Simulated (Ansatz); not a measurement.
## Run report: LiH₂C₂F, molecular dynamics (part 2 of 3)

The same run, continued: LiH₂C₂F (disordered cell, 24 atoms in the cell); DFT r2SCAN-D3(BJ), scalar-relativistic, plane waves, PAW (Ansatz 0.2.0); cutoff 500 eV, 1×1×1 k-mesh, Fermi–Dirac smearing of 0.05 eV. The run did not end well. It belongs to a series of runs on one base structure; here: dynamics from the start. The run did not end well; see the last part.

Geometry of the input (Å; fractional positions):
```
7.9328  0.0000  0.0000
0.0000  7.9328  0.0000
0.0000  0.0000  7.9328
Li 0.2345  0.1126  0.4903
F  0.4281  0.1261  0.5930
Li 0.8700  0.3378  0.0915
F  1.0319  0.4473  0.1598
Li 0.6736  0.8317  0.0353
F  0.7323  0.8373  0.2385
Li 0.8772  0.9129  0.3852
F  1.0401  1.0364  0.4653
C  0.3326  0.7484  0.5164
C  0.2410  0.6455  0.4530
H  0.1593  0.5615  0.3845
H  0.4116  0.8465  0.5656
C  0.2528  0.0003  0.9081
C  0.2569  0.1373  0.9723
H  0.2560  0.2616  1.0246
H  0.2451  -0.1176  0.8443
C  0.7106  0.5855  0.8045
C  0.5617  0.5757  0.8301
H  0.4286  0.5616  0.8426
H  0.8407  0.5883  0.7707
C  0.8337  0.0999  0.8717
C  0.6867  0.1269  0.8409
H  0.5608  0.1412  0.7858
H  0.9666  0.0758  0.8820
```

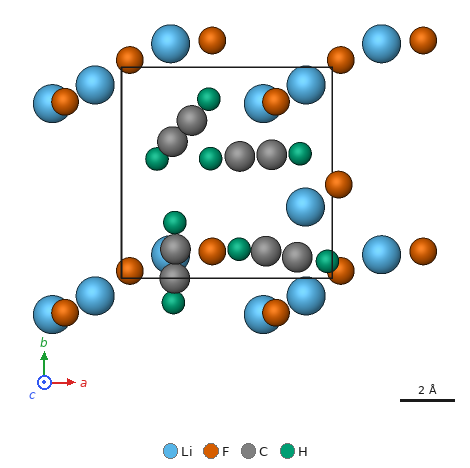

Figure 1. The geometry at step 4 of the log (spheres-only view of the cell of the calculation, along the c axis).

### Output, continued
```
--- Forces (eV/Å), atoms counted from 1 ---
  atom   1  Li     0.33720035     0.01667547     0.14327371
  atom   2  F     -0.25426102    -0.24071601     0.05245669
  atom   3  Li    -0.91546752    -0.56829502    -0.32246587
  atom   4  F      0.95746618     0.42187294     0.21151400
  atom   5  Li     0.16014385     0.18487614     0.42290574
  atom   6  F      0.08116172     0.16978277    -0.36515757
  atom   7  Li    -0.42949196    -0.33985424    -0.33854371
  atom   8  F      0.18030854     0.32501853     0.19108654
  atom   9  C     -1.81159772    -1.44294643    -1.10927227
  atom  10  C      1.26784048     0.03762902    -0.30240362
  atom  11  H     -0.24443032     0.47087368     0.69288169
  atom  12  H      0.73058054     0.91391075     0.61161186
  atom  13  C      0.03449620     1.36506308     0.19024960
  atom  14  C      0.01260442    -2.35299449    -0.60926638
  atom  15  H     -0.12219084     1.35176063     0.69267174
  atom  16  H     -0.00307731    -0.33149827    -0.07971108
  atom  17  C     -2.05634963     0.30742393     0.64591303
  atom  18  C      1.91984694     0.17999918    -0.56964087
  atom  19  H     -0.31998758    -0.21172275     0.15009361
  atom  20  H      0.52833277    -0.16396487    -0.11403905
  atom  21  C     -3.26633666     0.81444417    -0.31489848
  atom  22  C      1.34064529    -0.92528632    -0.13934529
  atom  23  H     -0.14302919     0.30958104     0.01555344
  atom  24  H      2.01572015    -0.29164220     0.24453736
  max |Σ_I F_I| component: 1.28e-4 eV/Å
End of that report.
Error: SIGTERM received: cancelled by the caller after 5 completed SCF iterations
```

### Trajectory as extended XYZ (Å, eV, eV/Å), 18 frames, from step=0 to step=17
```
24
Lattice="7.9328 0.0000 0.0000 0.0000 7.9328 0.0000 0.0000 0.0000 7.9328" Properties=species:S:1:pos:R:3:forces:R:3 step=0 time_fs=0.0 energy=-6199.37341 temperature=479.2
Li    1.8605    0.8933    3.8897    0.6074   0.1227   0.2524
F     3.3957    1.0003    4.7045   -0.0692  -0.1459   0.0610
Li    6.9015    2.6798    0.7256   -0.0261  -0.0335   0.0120
F     8.1855    3.5486    1.2673    0.0498  -0.1140  -0.1238
Li    5.3436    6.5977    0.2803    0.0061   0.0860   0.0026
F     5.8092    6.6424    1.8922    0.1545   0.1362  -0.1175
Li    6.9585    7.2419    3.0553    0.1322   0.0910   0.0105
F     8.2508    8.2216    3.6912   -0.6960  -0.1952  -0.1747
C     2.6386    5.9368    4.0964   -0.0190  -0.0608  -0.0332
C     1.9119    5.1202    3.5938   -0.0720   0.0357  -0.1257
H     1.2640    4.4544    3.0503    0.0649  -0.0345  -0.0126
H     3.2653    6.7153    4.4867   -0.0288   0.0638  -0.0277
C     2.0051    0.0027    7.2038   -0.0215   0.0345   0.0477
C     2.0380    1.0894    7.7134    0.0005  -0.0066   0.0352
H     2.0308    2.0750    8.1278   -0.0973  -0.0519   0.1469
H     1.9445   -0.9332    6.6980    0.0384   0.0247   0.0110
C     5.6371    4.6445    6.3820    0.0154   0.0386   0.0043
C     4.4556    4.5670    6.5846    0.0222   0.0440   0.0096
H     3.4000    4.4554    6.6844    0.0114   0.0083   0.0601
H     6.6693    4.6670    6.1135    0.0192   0.0478   0.0865
C     6.6133    0.7929    6.9146   -0.0442  -0.0134  -0.0288
C     5.4477    1.0063    6.6710    0.0460  -0.2049  -0.0916
H     4.4483    1.1197    6.2339   -0.0317   0.0701  -0.1323
H     7.6680    0.6010    6.9964   -0.0623   0.0574   0.1278
24
Lattice="7.9328 0.0000 0.0000 0.0000 7.9328 0.0000 0.0000 0.0000 7.9328" Properties=species:S:1:pos:R:3:forces:R:3 step=1 time_fs=0.5 energy=-6199.34973 temperature=497.1
Li    1.8573    0.8910    3.8947    0.6421   0.1315   0.2606
F     3.4009    1.0030    4.7045   -0.1023  -0.1576   0.0562
Li    6.9059    2.6791    0.7224   -0.0986  -0.0824  -0.0163
F     8.1819    3.5434    1.2665    0.1273  -0.0731  -0.1105
Li    5.3417    6.5900    0.2767    0.0276   0.0952   0.0489
F     5.8100    6.6409    1.8937    0.1427   0.1376  -0.1503
Li    6.9537    7.2492    3.0602    0.1007   0.0679  -0.0132
F     8.2500    8.2185    3.6910   -0.6782  -0.1805  -0.1592
C     2.6405    5.9355    4.0920    0.3124   0.3439   0.1865
C     1.9130    5.1243    3.5913    0.0267   0.0797  -0.0682
H     1.2838    4.4672    3.0429   -0.2761  -0.3661  -0.2434
H     3.2700    6.7194    4.4778   -0.1171  -0.0505  -0.0612
C     2.0044    0.0007    7.2045   -0.0053   0.3547   0.1872
C     2.0361    1.0898    7.7120   -0.0072   0.3007   0.1915
H     2.0252    2.0837    8.1398   -0.0983  -0.4753  -0.0487
H     1.9472   -0.9282    6.6971    0.0257  -0.1766  -0.0928
C     5.6401    4.6447    6.3842    0.0351   0.0466  -0.0110
C     4.4549    4.5709    6.5866   -0.1563   0.0228  -0.0167
H     3.3843    4.4646    6.6790    0.5211   0.0458   0.0195
H     6.6832    4.6724    6.1204   -0.3313   0.0231   0.1674
C     6.6121    0.7925    6.9138    0.5382  -0.0713  -0.0157
C     5.4446    1.0094    6.6734    0.0428  -0.2599  -0.1278
H     4.4404    1.1120    6.2302    0.1040   0.0810  -0.0753
H     7.6908    0.6090    6.9883   -0.7754   0.1629   0.0927
24
Lattice="7.9328 0.0000 0.0000 0.0000 7.9328 0.0000 0.0000 0.0000 7.9328" Properties=species:S:1:pos:R:3:forces:R:3 step=2 time_fs=1.0 energy=-6199.28813 temperature=480.5
Li    1.8541    0.8892    3.8992    0.6726   0.1389   0.2678
F     3.4058    1.0053    4.7038   -0.1332  -0.1689   0.0516
Li    6.9102    2.6788    0.7189   -0.1787  -0.1360  -0.0480
F     8.1781    3.5373    1.2663    0.2127  -0.0273  -0.0910
Li    5.3395    6.5820    0.2732    0.0478   0.1051   0.0915
F     5.8106    6.6395    1.8947    0.1355   0.1398  -0.1765
Li    6.9497    7.2563    3.0650    0.0636   0.0417  -0.0406
F     8.2493    8.2151    3.6909   -0.6557  -0.1630  -0.1430
C     2.6428    5.9346    4.0875    0.6301   0.7335   0.3984
C     1.9144    5.1288    3.5887    0.0306   0.0283  -0.0797
H     1.3029    4.4768    3.0324   -0.5226  -0.6026  -0.4081
H     3.2742    6.7241    4.4688   -0.1928  -0.1503  -0.0860
C     2.0041   -0.0012    7.2055    0.0031   0.6131   0.2924
C     2.0343    1.0905    7.7100   -0.0200   0.5446   0.3370
H     2.0180    2.0903    8.1522   -0.0931  -0.8125  -0.2198
H     1.9496   -0.9236    6.6953    0.0186  -0.3380  -0.1771
C     5.6432    4.6451    6.3859   -0.0107   0.0516  -0.0081
C     4.4542    4.5749    6.5889   -0.2205   0.0195  -0.0628
H     3.3701    4.4755    6.6738    0.9424   0.0666  -0.0060
H     6.6966    4.6765    6.1267   -0.6426  -0.0003   0.2341
C     6.6110    0.7919    6.9130    1.0352  -0.1015  -0.0104
C     5.4416    1.0124    6.6759    0.0597  -0.3163  -0.1575
H     4.4338    1.1045    6.2269    0.2110   0.0963  -0.0282
H     7.7130    0.6171    6.9820   -1.3931   0.2378   0.0701
24
Lattice="7.9328 0.0000 0.0000 0.0000 7.9328 0.0000 0.0000 0.0000 7.9328" Properties=species:S:1:pos:R:3:forces:R:3 step=3 time_fs=1.5 energy=-6199.21363 temperature=447.0
Li    1.8511    0.8876    3.9033    0.6967   0.1436   0.2735
F     3.4105    1.0071    4.7028   -0.1617  -0.1792   0.0478
Li    6.9139    2.6789    0.7155   -0.2613  -0.1909  -0.0812
F     8.1740    3.5307    1.2667    0.3008   0.0216  -0.0659
Li    5.3375    6.5742    0.2696    0.0661   0.1150   0.1315
F     5.8111    6.6379    1.8954    0.1307   0.1429  -0.1992
Li    6.9464    7.2631    3.0691    0.0227   0.0122  -0.0694
F     8.2482    8.2115    3.6909   -0.6255  -0.1411  -0.1254
C     2.6456    5.9339    4.0835    0.9655   1.1422   0.6187
C     1.9159    5.1337    3.5867   -0.1138  -0.1783  -0.2184
H     1.3206    4.4832    3.0172   -0.6271  -0.6885  -0.4526
H     3.2797    6.7295    4.4597   -0.2821  -0.2651  -0.1149
C     2.0041   -0.0025    7.2065    0.0076   0.7995   0.3597
C     2.0327    1.0914    7.7078   -0.0324   0.7285   0.4656
H     2.0118    2.0940    8.1639   -0.0860  -1.0451  -0.3520
H     1.9523   -0.9182    6.6913    0.0132  -0.4716  -0.2466
C     5.6465    4.6454    6.3872   -0.1816   0.0524   0.0272
C     4.4532    4.5787    6.5914   -0.0919   0.0361  -0.1393
H     3.3592    4.4873    6.6672    1.2157   0.0684  -0.0111
H     6.7081    4.6798    6.1334   -0.8731  -0.0211   0.2776
C     6.6098    0.7910    6.9118    1.4079  -0.0988  -0.0090
C     5.4389    1.0152    6.6781    0.0592  -0.3655  -0.1908
H     4.4282    1.0982    6.2233    0.3051   0.1104   0.0149
H     7.7317    0.6264    6.9764   -1.8545   0.2724   0.0591
24
Lattice="7.9328 0.0000 0.0000 0.0000 7.9328 0.0000 0.0000 0.0000 7.9328" Properties=species:S:1:pos:R:3:forces:R:3 step=4 time_fs=2.0 energy=-6199.14632 temperature=418.3
Li    1.8480    0.8858    3.9080    0.7195   0.1480   0.2781
F     3.4151    1.0087    4.7017   -0.1887  -0.1898   0.0447
Li    6.9173    2.6785    0.7124   -0.3406  -0.2429  -0.1132
F     8.1701    3.5242    1.2672    0.3852   0.0701  -0.0380
Li    5.3359    6.5671    0.2661    0.0823   0.1239   0.1702
F     5.8116    6.6363    1.8962    0.1260   0.1462  -0.2215
Li    6.9433    7.2698    3.0729   -0.0184  -0.0185  -0.0975
F     8.2470    8.2078    3.6907   -0.5940  -0.1177  -0.1072
C     2.6489    5.9332    4.0793    1.2926   1.5393   0.8325
C     1.9173    5.1384    3.5848   -0.3768  -0.5131  -0.4711
H     1.3363    4.4866    2.9982   -0.6061  -0.6348  -0.3791
H     3.2856    6.7350    4.4507   -0.3712  -0.3800  -0.1428
C     2.0040   -0.0038    7.2075    0.0102   1.0007   0.4325
C     2.0310    1.0926    7.7058   -0.0400   0.7823   0.5346
H     2.0070    2.0958    8.1732   -0.0810  -1.1812  -0.4401
H     1.9540   -0.9126    6.6860    0.0090  -0.5868  -0.3060
C     5.6499    4.6454    6.3884   -0.4722   0.0553   0.0914
C     4.4522    4.5823    6.5936    0.1478   0.0614  -0.2283
H     3.3518    4.4992    6.6590    1.3754   0.0580  -0.0028
H     6.7164    4.6838    6.1410   -0.9814  -0.0404   0.2907
C     6.6090    0.7901    6.9103    1.6033  -0.0609  -0.0204
C     5.4366    1.0179    6.6800    0.0866  -0.4185  -0.2129
H     4.4231    1.0919    6.2207    0.3832   0.1269   0.0491
H     7.7455    0.6370    6.9711   -2.1508   0.2726   0.0573
24
Lattice="7.9328 0.0000 0.0000 0.0000 7.9328 0.0000 0.0000 0.0000 7.9328" Properties=species:S:1:pos:R:3:forces:R:3 step=5 time_fs=2.5 energy=-6199.10093 temperature=396.7
Li    1.8448    0.8843    3.9135    0.7366   0.1512   0.2799
F     3.4195    1.0104    4.7004   -0.2111  -0.2007   0.0438
Li    6.9201    2.6776    0.7094   -0.4099  -0.2872  -0.1404
F     8.1667    3.5177    1.2677    0.4584   0.1130  -0.0118
Li    5.3343    6.5604    0.2632    0.0970   0.1319   0.2075
F     5.8126    6.6348    1.8971    0.1211   0.1495  -0.2430
Li    6.9408    7.2761    3.0767   -0.0603  -0.0502  -0.1257
F     8.2457    8.2040    3.6904   -0.5582  -0.0917  -0.0875
C     2.6525    5.9328    4.0748    1.5733   1.8830   1.0160
C     1.9185    5.1433    3.5824   -0.6655  -0.8810  -0.7608
H     1.3503    4.4878    2.9789   -0.5302  -0.5132  -0.2469
H     3.2909    6.7403    4.4419   -0.4432  -0.4766  -0.1635
C     2.0040   -0.0046    7.2084    0.0043   1.0183   0.4075
C     2.0292    1.0937    7.7036   -0.0421   0.8048   0.5893
H     2.0030    2.0953    8.1806   -0.0771  -1.2415  -0.4934
H     1.9550   -0.9094    6.6784    0.0117  -0.5637  -0.2872
C     5.6537    4.6455    6.3898   -0.9198   0.0535   0.1859
C     4.4512    4.5857    6.5957    0.5327   0.0984  -0.3302
H     3.3476    4.5117    6.6513    1.4321   0.0365   0.0125
H     6.7215    4.6878    6.1489   -0.9754  -0.0560   0.2787
C     6.6091    0.7889    6.9089    1.5533   0.0182  -0.0531
C     5.4347    1.0205    6.6816    0.1936  -0.4893  -0.2134
H     4.4185    1.0843    6.2193    0.4440   0.1499   0.0736
H     7.7526    0.6486    6.9666   -2.2652   0.2429   0.0620
24
Lattice="7.9328 0.0000 0.0000 0.0000 7.9328 0.0000 0.0000 0.0000 7.9328" Properties=species:S:1:pos:R:3:forces:R:3 step=6 time_fs=3.0 energy=-6199.07878 temperature=398.8
Li    1.8416    0.8833    3.9198    0.7490   0.1530   0.2794
F     3.4236    1.0118    4.6990   -0.2308  -0.2110   0.0436
Li    6.9218    2.6769    0.7063   -0.4711  -0.3251  -0.1631
F     8.1635    3.5111    1.2682    0.5221   0.1515   0.0119
Li    5.3324    6.5540    0.2606    0.1109   0.1391   0.2453
F     5.8140    6.6334    1.8981    0.1149   0.1520  -0.2660
Li    6.9389    7.2818    3.0805   -0.1027  -0.0825  -0.1541
F     8.2443    8.2000    3.6900   -0.5181  -0.0634  -0.0655
C     2.6563    5.9324    4.0703    1.7989   2.1667   1.1658
C     1.9194    5.1482    3.5794   -0.9097  -1.2077  -1.0221
H     1.3641    4.4874    2.9610   -0.4599  -0.3894  -0.1145
H     3.2951    6.7455    4.4338   -0.4985  -0.5564  -0.1793
C     2.0044   -0.0049    7.2096   -0.0077   0.8263   0.2697
C     2.0275    1.0947    7.7014   -0.0400   0.8157   0.6321
H     1.9996    2.0926    8.1851   -0.0743  -1.2225  -0.5052
H     1.9567   -0.9092    6.6695    0.0197  -0.3994  -0.1839
C     5.6575    4.6455    6.3909   -1.3938   0.0539   0.2900
C     4.4501    4.5890    6.5980    1.0078   0.1385  -0.4326
H     3.3465    4.5243    6.6454    1.3971   0.0086   0.0284
H     6.7257    4.6921    6.1578   -0.9415  -0.0709   0.2575
C     6.6099    0.7876    6.9075    1.2211   0.1430  -0.1150
C     5.4326    1.0232    6.6828    0.4411  -0.5830  -0.1794
H     4.4150    1.0769    6.2187    0.4689   0.1754   0.0833
H     7.7524    0.6618    6.9620   -2.2034   0.1873   0.0734
24
Lattice="7.9328 0.0000 0.0000 0.0000 7.9328 0.0000 0.0000 0.0000 7.9328" Properties=species:S:1:pos:R:3:forces:R:3 step=7 time_fs=3.5 energy=-6199.07142 temperature=382.5
Li    1.8386    0.8823    3.9263    0.7576   0.1543   0.2770
F     3.4277    1.0130    4.6971   -0.2470  -0.2203   0.0458
Li    6.9227    2.6761    0.7030   -0.5242  -0.3567  -0.1812
F     8.1606    3.5043    1.2685    0.5758   0.1855   0.0324
Li    5.3304    6.5480    0.2578    0.1236   0.1460   0.2852
F     5.8154    6.6320    1.8994    0.1061   0.1530  -0.2943
Li    6.9370    7.2866    3.0837   -0.1402  -0.1113  -0.1786
F     8.2430    8.1960    3.6896   -0.4791  -0.0365  -0.0440
C     2.6603    5.9321    4.0660    1.9279   2.3466   1.2564
C     1.9196    5.1529    3.5760   -1.0791  -1.4567  -1.2320
H     1.3770    4.4868    2.9439   -0.4005  -0.2738   0.0105
H     3.2971    6.7504    4.4261   -0.5197  -0.6024  -0.1800
C     2.0052   -0.0056    7.2111   -0.0206   0.6016   0.1059
C     2.0258    1.0958    7.6988   -0.0357   0.7198   0.6194
H     1.9964    2.0878    8.1865   -0.0725  -1.1185  -0.4712
H     1.9590   -0.9110    6.6603    0.0293  -0.1814  -0.0437
C     5.6605    4.6450    6.3914   -1.8213   0.0640   0.3933
C     4.4487    4.5924    6.6000    1.4571   0.1674  -0.5263
H     3.3462    4.5355    6.6397    1.3352  -0.0164   0.0426
H     6.7294    4.6969    6.1684   -0.9012  -0.0870   0.2303
C     6.6112    0.7864    6.9057    0.6777   0.2923  -0.1928
C     5.4301    1.0259    6.6839    0.7638  -0.6868  -0.1339
H     4.4120    1.0700    6.2174    0.4791   0.1993   0.0892
H     7.7460    0.6755    6.9569   -1.9923   0.1180   0.0898
24
Lattice="7.9328 0.0000 0.0000 0.0000 7.9328 0.0000 0.0000 0.0000 7.9328" Properties=species:S:1:pos:R:3:forces:R:3 step=8 time_fs=4.0 energy=-6199.08071 temperature=385.3
Li    1.8365    0.8810    3.9329    0.7542   0.1531   0.2713
F     3.4316    1.0141    4.6947   -0.2567  -0.2272   0.0497
Li    6.9236    2.6743    0.6992   -0.5664  -0.3798  -0.1939
F     8.1581    3.4974    1.2687    0.6169   0.2126   0.0493
Li    5.3285    6.5417    0.2557    0.1326   0.1514   0.3184
F     5.8164    6.6303    1.9005    0.0990   0.1540  -0.3180
Li    6.9357    7.2910    3.0856   -0.1741  -0.1379  -0.1990
F     8.2415    8.1923    3.6895   -0.4362  -0.0087  -0.0230
C     2.6645    5.9322    4.0624    1.8966   2.3467   1.2420
C     1.9189    5.1576    3.5725   -1.1397  -1.5988  -1.3677
H     1.3893    4.4846    2.9284   -0.3461  -0.1554   0.1332
H     3.2973    6.7540    4.4178   -0.4836  -0.5798  -0.1483
C     2.0062   -0.0069    7.2126   -0.0293   0.4279  -0.0418
C     2.0246    1.0970    7.6958   -0.0338   0.4495   0.5258
H     1.9928    2.0793    8.1858   -0.0698  -0.8956  -0.3787
H     1.9621   -0.9135    6.6505    0.0373   0.0404   0.1040
C     5.6630    4.6435    6.3915   -2.2349   0.0809   0.4980
C     4.4475    4.5956    6.6019    1.8692   0.1873  -0.6092
H     3.3472    4.5462    6.6343    1.2436  -0.0411   0.0562
H     6.7310    4.7012    6.1797   -0.8073  -0.1011   0.1917
C     6.6125    0.7853    6.9036   -0.0245   0.4447  -0.2713
C     5.4276    1.0282    6.6853    1.1083  -0.7843  -0.0896
H     4.4108    1.0645    6.2150    0.4605   0.2194   0.0899
H     7.7334    0.6883    6.9516   -1.6157   0.0420   0.1109
```
